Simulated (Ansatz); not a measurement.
Si₂H₅Cl: molecular dynamics (part 3 of 3)

Continued. System: Si₂H₅Cl. Method: RKS BLYP/def2-SVP (Ansatz 0.2.0). It belongs to a series of runs on one base structure; here: dynamics from the highest image of the converged band.

Geometry of the input (Å):
```
Si -0.4692  0.1141  0.2330
Si 1.1074  -0.0335  2.0743
H  0.3260  -0.6921  3.1768
H  2.4518  -0.7164  2.0729
H  1.3103  1.4321  2.2891
H  1.1673  -0.3392  0.3116
Cl -0.2003  1.8443  -0.9712
H  -0.4866  -1.0625  -0.7156
```

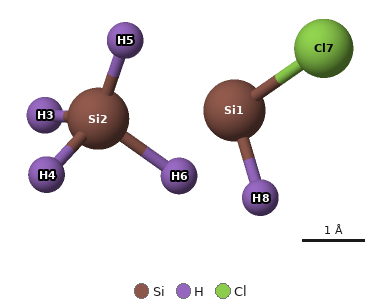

Figure 1. The geometry at step 91 of the log (ball-and-stick view, seen at a tilt; atoms are numbered from 1 in the order of the input).

Log, continued
```
md step   199: t =    99.50 fs  T =   572.5 K  F+E_penalty+E_count = -28348.79164564 eV  E_kin = 0.443994 eV  conserved = -28348.34765168 eV  (28 SCF iters)
these checks for a lower state are left out or cut short: starts, cluster_reference, orbital_swaps, neighbouring_geometries, increment
877 factors; their error is unknown
mean field -28348.79174687 eV, -1041.7988811962 hartree, gradient 8.0e-6 eV, S^2 0.000000; 0 other end points of the search recorded, 0 dependent functions left out
the calculation of the forces begins
reference -28348.79211063 eV, -1041.7988945643 hartree; 25, 25 occupied and 54, 54 virtual orbitals, 877 factors
877 factors; their error is unknown
mean field evaluation 1600: about -28348.8658 eV, gradient 3.2e-1 eV
mean field -28348.79174687 eV, -1041.7988811962 hartree, gradient 8.0e-6 eV, S^2 0.000000; 1 other end points of the search recorded, 0 dependent functions left out
the calculation of the forces begins
reference -28348.79211063 eV, -1041.7988945643 hartree; 25, 25 occupied and 54, 54 virtual orbitals, 877 factors
md step   200: t =   100.00 fs  T =   572.6 K  F+E_penalty+E_count = -28348.79174687 eV  E_kin = 0.444063 eV  conserved = -28348.34768405 eV  (26 SCF iters)
```

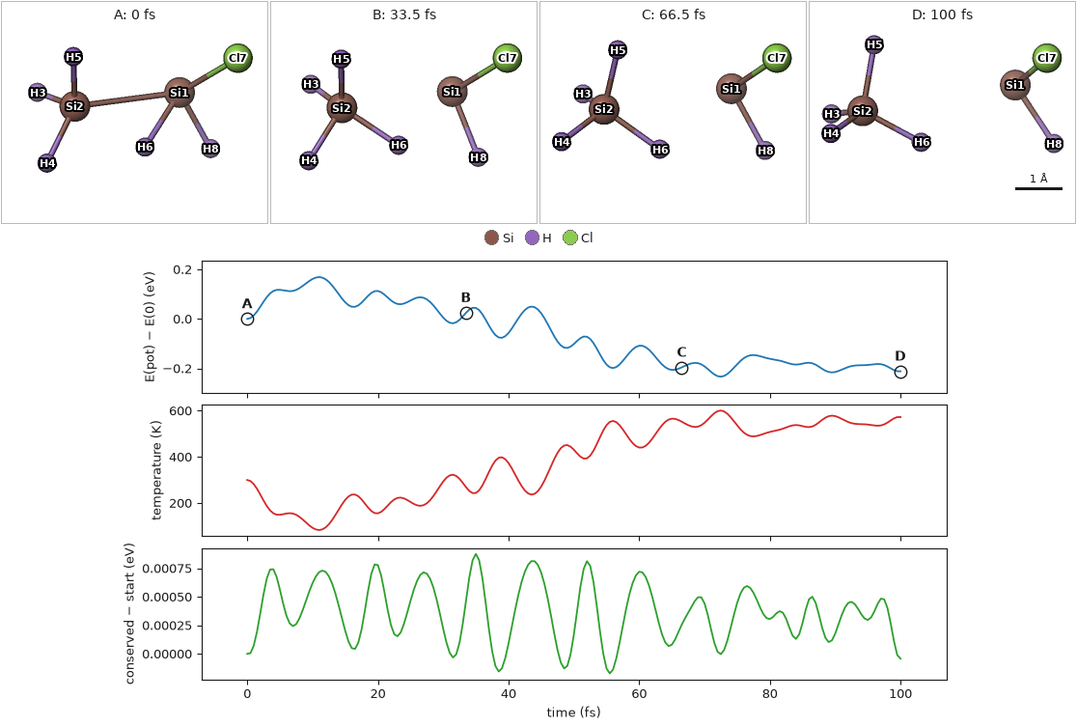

Figure 2. Frames of the molecular dynamics (ball-and-stick, seen at a tilt) above the curves, on which the letters mark them. The trajectory kept here has 201 frames over 100 fs. The temperature starts at 300 K, ranges from 83 to 601 K and averages 524 K over the second half. The potential energy ends 0.211 eV below its first value. The conserved quantity stays within 0.001 eV. After an unweighted best fit of the last frame on the first, the root-mean-square displacement is 0.63 Å.

```
Total energy: -28348.79211063 eV, -1041.7988945643 hartree
Atom 0 at    -0.997461     0.078055    -0.164502 Å, force    -0.016119     0.381974     0.068515 eV/Å
Atom 1 at     1.527590    -0.050572     2.438129 Å, force    -0.967635     0.271788     0.571574 eV/Å
Atom 2 at     0.830199    -1.050264     3.302952 Å, force     0.327478    -0.256073     0.066754 eV/Å
Atom 3 at     2.936990     0.208906     2.666820 Å, force     0.882367    -0.103829     0.318285 eV/Å
Atom 4 at     0.779935     1.202884     2.683196 Å, force    -0.091089     0.373543    -0.056173 eV/Å
Atom 5 at     1.363199    -0.426630     1.039402 Å, force    -0.122222    -0.322821    -0.868919 eV/Å
Atom 6 at    -0.127332     1.872646    -0.978386 Å, force    -0.144519    -0.276797     0.054854 eV/Å
Atom 7 at    -0.697426    -0.831785    -1.369431 Å, force     0.131740    -0.067786    -0.154891 eV/Å
Dipole moment:     0.055429    -0.234279     0.168006 e Å
```

Trajectory as extended XYZ (Å, eV, eV/Å), 12 of the 201 frames kept, from step=0 to step=200
```
8
Properties=species:S:1:pos:R:3:forces:R:3 step=0 time_fs=0.0 energy=-28348.58031 temperature=300.0
Si   -0.4692    0.1141    0.2330    0.0062  -0.0072   0.0084
Si    1.1074   -0.0335    2.0743   -0.0018   0.0003   0.0005
H     0.3260   -0.6921    3.1768   -0.0003  -0.0012  -0.0033
H     2.4518   -0.7164    2.0729    0.0003   0.0031   0.0018
H     1.3103    1.4321    2.2891    0.0000   0.0004   0.0035
H     1.1673   -0.3392    0.3116   -0.0040  -0.0024  -0.0072
Cl   -0.2003    1.8443   -0.9712    0.0017   0.0081  -0.0065
H    -0.4866   -1.0625   -0.7156   -0.0021  -0.0011   0.0028
8
Properties=species:S:1:pos:R:3:forces:R:3 step=18 time_fs=9.0 energy=-28348.43696 temperature=115.8
Si   -0.4914    0.0923    0.2146   -0.2212   0.5116   0.4703
Si    1.1255   -0.0236    2.0911    0.5245  -1.0522   0.0193
H     0.3585   -0.7424    3.1711   -0.2004   0.2703  -0.0172
H     2.4307   -0.8956    2.1382   -0.4211   0.7031  -0.0499
H     1.3352    1.4365    2.2203    0.1083   0.1334   0.1969
H     1.2159   -0.2280    0.4433   -0.1066  -0.2209  -0.4527
Cl   -0.1971    1.8585   -0.9743    0.0052  -0.3791   0.0477
H    -0.5684   -1.1161   -0.6860    0.3113   0.0339  -0.2144
8
Properties=species:S:1:pos:R:3:forces:R:3 step=36 time_fs=18.0 energy=-28348.50125 temperature=198.5
Si   -0.5178    0.0818    0.2061    0.1918   0.2278  -0.0931
Si    1.1470   -0.0299    2.1065   -1.0920   0.7443  -0.5131
H     0.2583   -0.6219    3.1665    0.0608   0.0533   0.0015
H     2.3860   -0.7722    2.1696    0.9689  -0.5537  -0.0105
H     1.4129    1.4481    2.2681   -0.1152  -0.2848   0.0021
H     1.1828   -0.2608    0.3266   -0.0524  -0.1151   0.3334
Cl   -0.1940    1.8651   -0.9763   -0.0789  -0.3606   0.1374
H    -0.4418   -1.1084   -0.7666    0.1170   0.2887   0.1423
8
Properties=species:S:1:pos:R:3:forces:R:3 step=55 time_fs=27.5 energy=-28348.50132 temperature=199.1
Si   -0.5429    0.0819    0.1975   -0.4605   0.6265  -0.1186
Si    1.1572   -0.0324    2.1083    1.2701  -0.4648  -0.3648
H     0.2017   -0.4792    3.1596    0.0939  -0.3942   0.0373
H     2.5792   -0.7558    2.1923   -1.1503   0.3580   0.1163
H     1.4371    1.4040    2.3282   -0.0605   0.3071  -0.1904
H     1.1344   -0.3881    0.4513    0.1677   0.0676   0.4508
Cl   -0.1922    1.8638   -0.9752    0.0440  -0.2072   0.1702
H    -0.2047   -0.9804   -0.8177    0.0956  -0.2930  -0.1009
8
Properties=species:S:1:pos:R:3:forces:R:3 step=73 time_fs=36.5 energy=-28348.58324 temperature=304.4
Si   -0.5769    0.0938    0.1811   -0.2881  -0.2474  -0.8528
Si    1.1838   -0.0336    2.1093   -0.3105   0.6366   1.3406
H     0.2356   -0.5777    3.1370   -0.0229  -0.0029  -0.1675
H     2.4410   -0.7178    2.3351    1.1198  -0.3952   0.3469
H     1.3822    1.4479    2.2438   -0.0888  -0.1165  -0.1026
H     1.1528   -0.5078    0.6869   -0.1917  -0.0758  -0.9375
Cl   -0.1896    1.8580   -0.9705    0.1120   0.0594   0.0633
H     0.0542   -0.9370   -0.8250   -0.3300   0.1418   0.3095
8
Properties=species:S:1:pos:R:3:forces:R:3 step=91 time_fs=45.5 energy=-28348.57765 temperature=297.4
Si   -0.6200    0.1028    0.1471   -0.2676  -0.1837  -0.0624
Si    1.2192   -0.0325    2.1355    0.8160  -0.8370  -0.1056
H     0.2402   -0.7029    3.0400   -0.1433   0.2284   0.0853
H     2.5685   -0.6955    2.5903   -0.5642   0.5877  -0.4733
H     1.2732    1.4669    2.1006    0.0149  -0.1617   0.2545
H     1.1039   -0.5817    0.5929    0.2382   0.3995   0.9088
Cl   -0.1846    1.8535   -0.9647    0.1422   0.2973  -0.1466
H     0.1189   -0.9014   -0.7320   -0.2362  -0.3304  -0.4606
8
Properties=species:S:1:pos:R:3:forces:R:3 step=109 time_fs=54.5 energy=-28348.74658 temperature=514.4
Si   -0.6697    0.1036    0.1066   -0.2175  -0.6071  -0.2915
Si    1.2656   -0.0452    2.1685    0.0610   0.3986   1.3215
H     0.1779   -0.6748    2.9763    0.1750  -0.0364   0.1290
H     2.6331   -0.4118    2.6624    0.0770  -0.1467  -0.0254
H     1.1655    1.4303    2.1243   -0.0504   0.2850   0.1662
H     1.1722   -0.4958    0.7839    0.0318  -0.4644  -1.0796
Cl   -0.1765    1.8550   -0.9620    0.1529   0.2737  -0.2800
H    -0.0379   -0.9836   -0.8430   -0.2296   0.2972   0.0597
8
Properties=species:S:1:pos:R:3:forces:R:3 step=127 time_fs=63.5 energy=-28348.76427 temperature=537.4
Si   -0.7258    0.0911    0.0612   -0.2925   0.0084   0.2071
Si    1.3138   -0.0474    2.2196   -0.3904   0.5724  -0.8010
H     0.2191   -0.6842    3.0125    0.3032  -0.2948   0.0727
H     2.7193   -0.2427    2.6856    0.0881  -0.2920   0.0936
H     1.0459    1.4450    2.2600    0.1183  -0.3268  -0.1387
H     1.2825   -0.5615    0.6932   -0.0619   0.3070   0.9638
Cl   -0.1653    1.8624   -0.9650    0.0729   0.1226  -0.2020
H    -0.3321   -0.9439   -0.9975    0.1625  -0.0968  -0.1956
8
Properties=species:S:1:pos:R:3:forces:R:3 step=145 time_fs=72.5 energy=-28348.81360 temperature=600.8
Si   -0.7891    0.0759    0.0168   -0.1372   0.0332  -0.4437
Si    1.3564   -0.0376    2.2655    1.0645  -0.4437   0.9767
H     0.4559   -0.8833    3.1107    0.0021   0.0282  -0.0434
H     2.8300   -0.2399    2.7600   -0.8234   0.1856  -0.2789
H     0.9763    1.3877    2.3235   -0.0389   0.2799  -0.0446
H     1.3524   -0.5559    0.8721   -0.0987  -0.1021  -0.5358
Cl   -0.1525    1.8721   -0.9721   -0.0508  -0.1434   0.0573
H    -0.5509   -0.8894   -1.2056    0.0824   0.1623   0.3123
8
Properties=species:S:1:pos:R:3:forces:R:3 step=164 time_fs=82.0 energy=-28348.75224 temperature=522.1
Si   -0.8608    0.0638   -0.0384   -0.0818   0.5859  -0.0766
Si    1.4131   -0.0348    2.3286   -1.0253  -0.4770  -0.5977
H     0.7080   -1.0592    3.1674   -0.3366   0.2642  -0.0282
H     2.7684   -0.1572    2.7624    1.4881   0.1468   0.2957
H     0.9117    1.3739    2.3529   -0.0372  -0.1127   0.1513
H     1.3456   -0.5430    0.8805   -0.0071   0.1421   0.2115
Cl   -0.1401    1.8794   -0.9786   -0.1436  -0.2906   0.1988
H    -0.6877   -0.7914   -1.2945    0.1435  -0.2588  -0.1550
8
Properties=species:S:1:pos:R:3:forces:R:3 step=182 time_fs=91.0 energy=-28348.78515 temperature=564.6
Si   -0.9301    0.0658   -0.0969    0.1169   0.3002  -0.4634
Si    1.4672   -0.0447    2.3860    0.8885   0.2328  -0.4932
H     0.7431   -1.0581    3.2126    0.0834   0.0022   0.0660
H     3.0087    0.0624    2.7507   -1.2064  -0.1746  -0.2771
H     0.8219    1.3143    2.4872    0.1285  -0.2077   0.0842
H     1.3198   -0.4721    0.8917    0.1383   0.1051   0.6409
Cl   -0.1316    1.8798   -0.9804   -0.2014  -0.3490   0.1837
H    -0.7235   -0.8152   -1.3817    0.0521   0.0910   0.2588
8
Properties=species:S:1:pos:R:3:forces:R:3 step=200 time_fs=100.0 energy=-28348.79175 temperature=572.6
Si   -0.9975    0.0781   -0.1645   -0.0161   0.3820   0.0685
Si    1.5276   -0.0506    2.4381   -0.9676   0.2718   0.5716
H     0.8302   -1.0503    3.3030    0.3275  -0.2561   0.0668
H     2.9370    0.2089    2.6668    0.8824  -0.1038   0.3183
H     0.7799    1.2029    2.6832   -0.0911   0.3735  -0.0562
H     1.3632   -0.4266    1.0394   -0.1222  -0.3228  -0.8689
Cl   -0.1273    1.8726   -0.9784   -0.1445  -0.2768   0.0549
H    -0.6974   -0.8318   -1.3694    0.1317  -0.0678  -0.1549
```

Results in brief

- outcome: finished
- mean temperature over the second half: 524 K
- trajectory: 200 steps, 100 fs
- ensemble: nve
- temperature in the input: 300.0 K
- time step: 0.5 fs
- potential energy (last step): −28348.7921 eV
- mean-field energy (last step): −28348.7921 eV
- largest force (length of the vector) (last step): 1.156 eV/Å
- wall time: 5.8 min
- peak memory: 0.14 GiB

Notes

So short a trajectory is not equilibrated.
